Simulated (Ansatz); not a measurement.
Run report: Si$_{2}$H$_{4}$Cl$_{2}$O, geometry relaxation

The run: geometry relaxation of Si$_{2}$H$_{4}$Cl$_{2}$O. Method and program: RKS PBE/def2-SVP (Ansatz 0.2.0).

It belongs to a series of runs on one base structure; here: start relaxed. Figures and captions count atoms from 1; the log counts them from 0 in places.

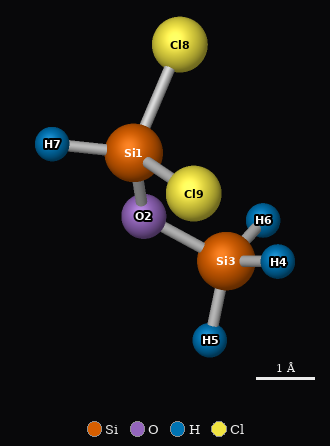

Figure 1. The input geometry (ball-and-stick view, seen at a tilt; atoms are numbered from 1 in the order of the input). Bond lengths as drawn: Cl–Si 2.13 Å, H–Si 1.46 Å and O–Si 1.68 Å.

**Input file**
```yaml
crystal:
  periodic: [false, false, false]
  atoms:
    - { symbol: Si, position_ang: [0.0, 0.0, 0.0] }
    - { symbol: O, position_ang: [0.0, 0.0, 1.68] }
    - { symbol: Si, position_ang: [-1.3147, -0.4067, 2.6436] }
    - { symbol: H, position_ang: [-2.239, -1.2403, 1.8804] }
    - { symbol: H, position_ang: [-0.8506, -1.1432, 3.8157] }
    - { symbol: H, position_ang: [-1.9987, 0.8095, 3.0733] }
    - { symbol: H, position_ang: [1.3768, 0.0, -0.4862] }
    - { symbol: Cl, position_ang: [-1.0032, 1.7381, -0.7093] }
    - { symbol: Cl, position_ang: [-1.0032, -1.7381, -0.7093] }
basis:
  gaussian: { orbitals: def2-SVP }
hamiltonian:
  xc: pbe
relax:
  f_tol: 0.02
  max_steps: 40
```

Machine: 2 threads of Intel Xeon (Sapphire Rapids), 32 GiB of memory available, shared host.

Launch command:
```bash
ansatz run input.yaml --threads 2 --pin off --max-ram 3072MiB --backend cpu --events-out ev --progress --plain --runs-dir out
```

**Log**
```
The last accepted step is kept in [file] (removed where the run ends without a failure and the disk answers)
Engine: ansatz 0.2.0, x86_64-unknown-linux-gnu
Functional definition: PBE
  parameter kappa = 0.804
  parameter beta = 0.06672455060314922
  exchange = pbe_x(kappa = kappa, mu = beta*pi^2/3)
  correlation = pbe_c(beta = beta)
1157 factors; their error is unknown
mean field evaluation 1: about -42876.8153 eV, gradient 5.3e1 eV
mean field evaluation 2: about -42840.9660 eV, gradient 1.4e2 eV
mean field evaluation 4: about -42881.9025 eV, gradient 7.9e0 eV
mean field evaluation 8: about -42881.9848 eV, gradient 1.2e-1 eV
mean field evaluation 16: about -42881.9849 eV, gradient 4.2e-5 eV
mean field -42881.98487871 eV, -1575.8838778393 hartree, gradient 4.2e-5 eV, S^2 0.000000; 0 other end points of the search recorded, 0 dependent functions left out
the calculation of the forces begins
reference -42881.98491470 eV, -1575.8838791619 hartree; 37, 37 occupied and 69, 69 virtual orbitals, 1157 factors
relax step   1: F+E_penalty+E_count = -42881.98487871 eV  Δ(F+E_penalty+E_count) = +0.000e0 eV  max|allowed force component| = 1.194e0 eV/Å  Δτ_max = 0.0000 Å  (26 SCF iters, accepted)
these checks for a lower state are left out or cut short: starts, cluster_reference, orbital_swaps, neighbouring_geometries, increment
1157 factors; their error is unknown
mean field -42882.13753287 eV, -1575.8894877763 hartree, gradient 1.7e-5 eV, S^2 0.000000; 0 other end points of the search recorded, 0 dependent functions left out
the calculation of the forces begins
reference -42882.13756917 eV, -1575.8894891101 hartree; 37, 37 occupied and 69, 69 virtual orbitals, 1157 factors
relax step   2: F+E_penalty+E_count = -42882.13753287 eV  Δ(F+E_penalty+E_count) = -1.527e-1 eV  max|allowed force component| = 7.151e-1 eV/Å  Δτ_max = 0.1062 Å  (28 SCF iters, accepted)
these checks for a lower state are left out or cut short: starts, cluster_reference, orbital_swaps, neighbouring_geometries, increment
1157 factors; their error is unknown
mean field -42882.17079126 eV, -1575.8907099996 hartree, gradient 1.8e-5 eV, S^2 0.000000; 0 other end points of the search recorded, 0 dependent functions left out
the calculation of the forces begins
reference -42882.17082769 eV, -1575.8907113384 hartree; 37, 37 occupied and 69, 69 virtual orbitals, 1157 factors
relax step   3: F+E_penalty+E_count = -42882.17079126 eV  Δ(F+E_penalty+E_count) = -3.326e-2 eV  max|allowed force component| = 3.045e-1 eV/Å  Δτ_max = 0.0944 Å  (28 SCF iters, accepted)
these checks for a lower state are left out or cut short: starts, cluster_reference, orbital_swaps, neighbouring_geometries, increment
1157 factors; their error is unknown
mean field evaluation 32: about -42882.2804 eV, gradient 1.4e-1 eV
mean field -42882.19342055 eV, -1575.8915416104 hartree, gradient 1.2e-5 eV, S^2 0.000000; 0 other end points of the search recorded, 0 dependent functions left out
the calculation of the forces begins
reference -42882.19345718 eV, -1575.8915429567 hartree; 37, 37 occupied and 69, 69 virtual orbitals, 1157 factors
relax step   4: F+E_penalty+E_count = -42882.19342055 eV  Δ(F+E_penalty+E_count) = -2.263e-2 eV  max|allowed force component| = 1.446e-1 eV/Å  Δτ_max = 0.1835 Å  (29 SCF iters, accepted)
these checks for a lower state are left out or cut short: starts, cluster_reference, orbital_swaps, neighbouring_geometries, increment
1157 factors; their error is unknown
mean field -42882.19704600 eV, -1575.8916748435 hartree, gradient 1.6e-5 eV, S^2 0.000000; 0 other end points of the search recorded, 0 dependent functions left out
the calculation of the forces begins
reference -42882.19708282 eV, -1575.8916761965 hartree; 37, 37 occupied and 69, 69 virtual orbitals, 1157 factors
relax step   5: F+E_penalty+E_count = -42882.19704600 eV  Δ(F+E_penalty+E_count) = -3.625e-3 eV  max|allowed force component| = 1.090e-1 eV/Å  Δτ_max = 0.0679 Å  (28 SCF iters, accepted)
these checks for a lower state are left out or cut short: starts, cluster_reference, orbital_swaps, neighbouring_geometries, increment
1157 factors; their error is unknown
mean field -42882.19966217 eV, -1575.8917709859 hartree, gradient 1.6e-5 eV, S^2 0.000000; 0 other end points of the search recorded, 0 dependent functions left out
the calculation of the forces begins
reference -42882.19969906 eV, -1575.8917723415 hartree; 37, 37 occupied and 69, 69 virtual orbitals, 1157 factors
relax step   6: F+E_penalty+E_count = -42882.19966217 eV  Δ(F+E_penalty+E_count) = -2.616e-3 eV  max|allowed force component| = 5.295e-2 eV/Å  Δτ_max = 0.0390 Å  (27 SCF iters, accepted)
these checks for a lower state are left out or cut short: starts, cluster_reference, orbital_swaps, neighbouring_geometries, increment
1157 factors; their error is unknown
mean field -42882.19987690 eV, -1575.8917788771 hartree, gradient 1.6e-5 eV, S^2 0.000000; 0 other end points of the search recorded, 0 dependent functions left out
the calculation of the forces begins
reference -42882.19991381 eV, -1575.8917802336 hartree; 37, 37 occupied and 69, 69 virtual orbitals, 1157 factors
relax step   7: F+E_penalty+E_count = -42882.19987690 eV  Δ(F+E_penalty+E_count) = -2.147e-4 eV  max|allowed force component| = 6.980e-3 eV/Å  Δτ_max = 0.0145 Å  (28 SCF iters, accepted)
these checks for a lower state are left out or cut short: starts, cluster_reference, orbital_swaps, neighbouring_geometries, increment
1157 factors; their error is unknown
mean field evaluation 64: about -42882.1999 eV, gradient 1.6e-5 eV
mean field -42882.19992622 eV, -1575.8917806893 hartree, gradient 1.6e-5 eV, S^2 0.000000; 0 other end points of the search recorded, 0 dependent functions left out
the calculation of the forces begins
reference -42882.19996311 eV, -1575.8917820451 hartree; 37, 37 occupied and 69, 69 virtual orbitals, 1157 factors
relax step   8: F+E_penalty+E_count = -42882.19992622 eV  Δ(F+E_penalty+E_count) = -4.931e-5 eV  max|allowed force component| = 2.409e-2 eV/Å  Δτ_max = 0.0221 Å  (27 SCF iters, accepted)
these checks for a lower state are left out or cut short: starts, cluster_reference, orbital_swaps, neighbouring_geometries, increment
1157 factors; their error is unknown
mean field -42882.19997429 eV, -1575.8917824561 hartree, gradient 1.6e-5 eV, S^2 0.000000; 0 other end points of the search recorded, 0 dependent functions left out
the calculation of the forces begins
reference -42882.20001119 eV, -1575.8917838119 hartree; 37, 37 occupied and 69, 69 virtual orbitals, 1157 factors
relax step   9: F+E_penalty+E_count = -42882.19997429 eV  Δ(F+E_penalty+E_count) = -4.808e-5 eV  max|allowed force component| = 1.037e-2 eV/Å  Δτ_max = 0.0065 Å  (29 SCF iters, accepted)
```

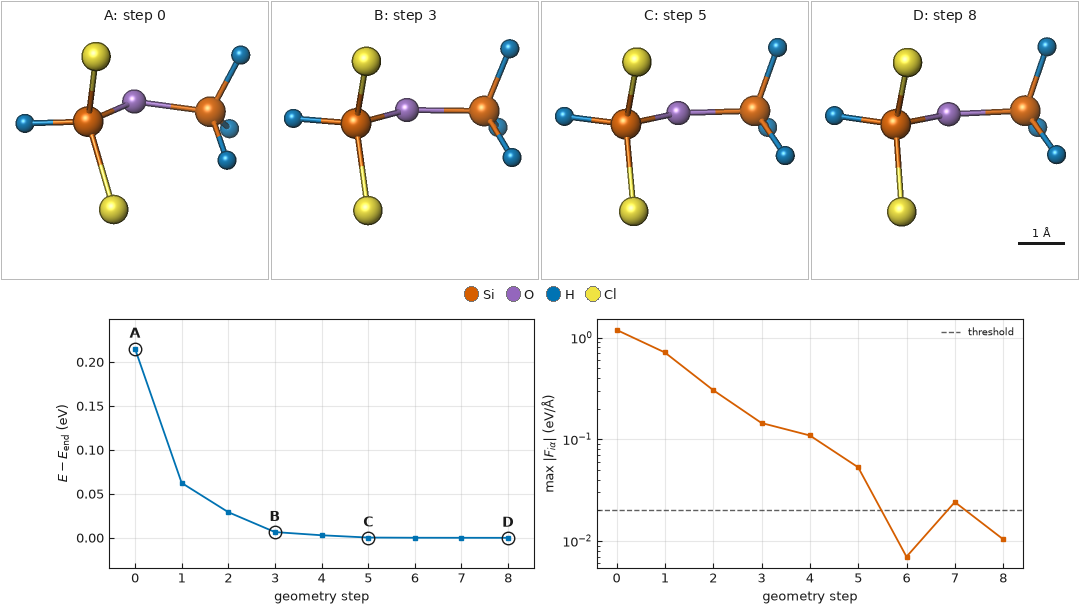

Figure 2. Frames of the relaxation (ball-and-stick view, seen at a tilt) above the curves, on which the letters mark them (the first geometry is step 0 here and step 1 in the log).

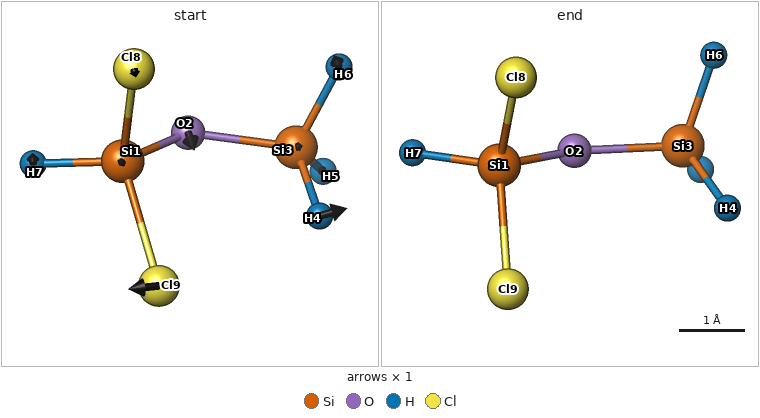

Figure 3. Before (left) and after (right) the relaxation, at one scale (ball-and-stick view, seen at a tilt). The black arrows give the displacements, at true length. The atom that moves furthest after the best rigid fit is Cl9 (0.50 Å). By element the largest moves are Cl 0.50 Å, H 0.45 Å, O 0.34 Å, Si 0.11 Å. Distances before and after: Si1–Cl8 2.128 → 2.071 Å, Si3–H4 1.460 → 1.503 Å, Si1–O2 1.680 → 1.648 Å, Si1–H7 1.460 → 1.486 Å. Among the angles that change: Si1–O2–Si3 125.0° → 142.7°, O2–Si3–H5 109.5° → 107.1°. After 8 geometry steps the energy has fallen by 0.215 eV. The largest force component goes from 1.2 to 0.01 eV/Å. (Atoms are counted from 1 in the order of the input.)

```
1157 factors; their error is unknown
mean field -42882.19997429 eV, -1575.8917824561 hartree, gradient 1.5e-5 eV, S^2 0.000000; 1 other end points of the search recorded, 0 dependent functions left out
the calculation of the forces begins
reference -42882.20001119 eV, -1575.8917838119 hartree; 37, 37 occupied and 69, 69 virtual orbitals, 1157 factors
Total energy: -42882.20001119 eV, -1575.8917838119 hartree
Atom 0 at     0.005324    -0.039554    -0.089638 Å, force    -0.008418     0.002353     0.005771 eV/Å
Atom 1 at    -0.201180    -0.235161     1.533835 Å, force     0.010368    -0.001319    -0.008754 eV/Å
Atom 2 at    -1.385814    -0.402394     2.727248 Å, force    -0.005614     0.003385    -0.002825 eV/Å
Atom 3 at    -2.553367    -1.180402     2.189474 Å, force    -0.000993     0.000176     0.000104 eV/Å
Atom 4 at    -0.757427    -1.136266     3.872737 Å, force     0.001181    -0.002850     0.002593 eV/Å
Atom 5 at    -1.840657     0.956175     3.175678 Å, force     0.000635     0.000552    -0.000791 eV/Å
Atom 6 at     1.451582     0.145414    -0.376262 Å, force     0.001125     0.002361     0.001213 eV/Å
Atom 7 at    -1.054798     1.615086    -0.744221 Å, force     0.001690    -0.001368     0.002144 eV/Å
Atom 8 at    -0.696262    -1.703600    -1.100652 Å, force     0.000025    -0.003290     0.000545 eV/Å
Dipole moment:     0.034920    -0.012537     0.231348 e Å
```

**Trajectory as extended XYZ (Å, eV, eV/Å), 9 frames, from step=1 to step=9**
```
9
Properties=species:S:1:pos:R:3:forces:R:3 step=1 energy=-42881.98488
Si    0.0000    0.0000    0.0000   -1.0362   0.1096   0.1509
O     0.0000    0.0000    1.6800    0.3016  -0.0083  -1.1936
Si   -1.3147   -0.4067    2.6436   -0.1141   0.0543   0.2684
H    -2.2390   -1.2403    1.8804   -0.5144  -0.4268  -0.3648
H    -0.8506   -1.1432    3.8157    0.3634  -0.3593   0.5788
H    -1.9987    0.8095    3.0733   -0.3340   0.6820   0.2466
H     1.3768    0.0000   -0.4862    0.4510   0.0172  -0.1728
Cl   -1.0032    1.7381   -0.7093    0.4185  -0.8487   0.3040
Cl   -1.0032   -1.7381   -0.7093    0.4641   0.7799   0.1824
9
Properties=species:S:1:pos:R:3:forces:R:3 step=2 energy=-42882.13753
Si    0.0071   -0.0065   -0.0158   -0.2296   0.0060   0.2387
O    -0.0242   -0.0389    1.6568    0.0007  -0.0397  -0.7151
Si   -1.3371   -0.4012    2.6645   -0.0265  -0.0139   0.2194
H    -2.3102   -1.2478    1.9208   -0.1738  -0.1071  -0.0829
H    -0.8179   -1.1458    3.8447    0.1113  -0.0738   0.1395
H    -1.9975    0.8565    3.1128   -0.0613   0.1925   0.0555
H     1.4047    0.0208   -0.4958    0.1495   0.0253   0.0167
Cl   -1.0060    1.6697   -0.7127    0.0925  -0.1238   0.0783
Cl   -0.9515   -1.6875   -0.7871    0.1372   0.1346   0.0498
9
Properties=species:S:1:pos:R:3:forces:R:3 step=3 energy=-42882.17079
Si   -0.0018   -0.0154   -0.0447    0.3045   0.0053   0.2766
O    -0.0600   -0.0858    1.6157   -0.2781  -0.0717  -0.1677
Si   -1.3549   -0.4040    2.6790    0.1064   0.0179   0.0564
H    -2.3879   -1.2449    1.9744    0.0476   0.0494   0.0670
H    -0.7845   -1.1416    3.8589   -0.0366   0.0390  -0.0713
H    -1.9732    0.8909    3.1349    0.0506  -0.0578  -0.0320
H     1.4235    0.0569   -0.4727   -0.0652  -0.0115   0.0199
Cl   -1.0013    1.6612   -0.7100   -0.0971   0.0884  -0.0653
Cl   -0.8926   -1.6981   -0.8472   -0.0321  -0.0589  -0.0834
9
Properties=species:S:1:pos:R:3:forces:R:3 step=4 energy=-42882.19342
Si    0.0092   -0.0260   -0.0693    0.0693  -0.0530   0.0234
O    -0.1336   -0.1545    1.5738   -0.1446  -0.0650  -0.0460
Si   -1.3719   -0.4048    2.7096   -0.0275   0.0276   0.0242
H    -2.4864   -1.2238    2.1050    0.1132   0.0533   0.0202
H    -0.7650   -1.1328    3.8753   -0.0148   0.0292  -0.0621
H    -1.9206    0.9227    3.1647    0.0630  -0.0721  -0.0390
H     1.4475    0.0955   -0.4338   -0.0421   0.0031   0.0507
Cl   -1.0192    1.6388   -0.7361   -0.0318   0.0509  -0.0163
Cl   -0.7926   -1.6958   -1.0010    0.0153   0.0260   0.0448
9
Properties=species:S:1:pos:R:3:forces:R:3 step=5 energy=-42882.19705
Si    0.0039   -0.0320   -0.0824   -0.0078  -0.0419   0.0897
O    -0.1804   -0.1973    1.5496   -0.0288   0.0067  -0.0368
Si   -1.3874   -0.4027    2.7200    0.1090   0.0077  -0.0767
H    -2.5126   -1.2149    2.1377   -0.0086   0.0568   0.0551
H    -0.7518   -1.1340    3.8641   -0.0383   0.0067   0.0175
H    -1.8673    0.9500    3.1697   -0.0322  -0.0724  -0.0084
H     1.4523    0.1241   -0.3840   -0.0367  -0.0115  -0.0264
Cl   -1.0361    1.6328   -0.7432    0.0058  -0.0126  -0.0173
Cl   -0.7533   -1.7065   -1.0433    0.0376   0.0604   0.0032
9
Properties=species:S:1:pos:R:3:forces:R:3 step=6 energy=-42882.19966
Si    0.0038   -0.0345   -0.0829    0.0247  -0.0035  -0.0530
O    -0.1852   -0.2134    1.5440   -0.0126  -0.0056   0.0159
Si   -1.3823   -0.4042    2.7225    0.0008   0.0025   0.0140
H    -2.5312   -1.1962    2.1664   -0.0050  -0.0040  -0.0033
H    -0.7572   -1.1337    3.8726    0.0003  -0.0011   0.0007
H    -1.8617    0.9458    3.1692   -0.0035   0.0081   0.0060
H     1.4491    0.1308   -0.3868   -0.0025   0.0034   0.0029
Cl   -1.0414    1.6263   -0.7461   -0.0020  -0.0082   0.0100
Cl   -0.7264   -1.7016   -1.0707   -0.0003   0.0085   0.0068
9
Properties=species:S:1:pos:R:3:forces:R:3 step=7 energy=-42882.19988
Si    0.0061   -0.0370   -0.0867   -0.0070   0.0031   0.0056
O    -0.1915   -0.2218    1.5395    0.0010  -0.0028  -0.0010
Si   -1.3837   -0.4031    2.7244   -0.0018   0.0020  -0.0042
H    -2.5396   -1.1909    2.1750    0.0014   0.0024   0.0019
H    -0.7574   -1.1343    3.8730    0.0006   0.0003  -0.0007
H    -1.8550    0.9501    3.1723    0.0027  -0.0020  -0.0010
H     1.4519    0.1373   -0.3834   -0.0034  -0.0024   0.0008
Cl   -1.0465    1.6210   -0.7442    0.0006   0.0017   0.0003
Cl   -0.7170   -1.7019   -1.0817    0.0059  -0.0023  -0.0018
9
Properties=species:S:1:pos:R:3:forces:R:3 step=8 energy=-42882.19993
Si    0.0046   -0.0388   -0.0900    0.0009  -0.0003   0.0241
O    -0.1996   -0.2312    1.5347    0.0047  -0.0009  -0.0121
Si   -1.3856   -0.4024    2.7268   -0.0035   0.0030  -0.0108
H    -2.5496   -1.1842    2.1861    0.0016   0.0040   0.0034
H    -0.7569   -1.1352    3.8729    0.0013  -0.0017   0.0017
H    -1.8454    0.9547    3.1756    0.0023  -0.0042  -0.0031
H     1.4510    0.1421   -0.3793   -0.0010   0.0031   0.0016
Cl   -1.0510    1.6194   -0.7430   -0.0016  -0.0082  -0.0032
Cl   -0.7000   -1.7051   -1.0955   -0.0047   0.0052  -0.0014
9
Properties=species:S:1:pos:R:3:forces:R:3 step=9 energy=-42882.19997
Si    0.0053   -0.0396   -0.0896   -0.0084   0.0024   0.0058
O    -0.2012   -0.2352    1.5338    0.0104  -0.0013  -0.0088
Si   -1.3858   -0.4024    2.7272   -0.0056   0.0034  -0.0028
H    -2.5534   -1.1804    2.1895   -0.0010   0.0002   0.0001
H    -0.7574   -1.1363    3.8727    0.0012  -0.0029   0.0026
H    -1.8407    0.9562    3.1757    0.0006   0.0006  -0.0008
H     1.4516    0.1454   -0.3763    0.0011   0.0024   0.0012
Cl   -1.0548    1.6151   -0.7442    0.0017  -0.0014   0.0021
Cl   -0.6963   -1.7036   -1.1007    0.0000  -0.0033   0.0005
```

**Results in brief**

| quantity | value |
| --- | --- |
| outcome | converged |
| total energy | −42882.2000 eV |
| mean-field energy | −42882.2000 eV |
| largest force (length of the vector) at the end | 0.014 eV/Å |
| wall time | 14 s (CPU time 26 s) |
| peak memory | 0.17 GiB |
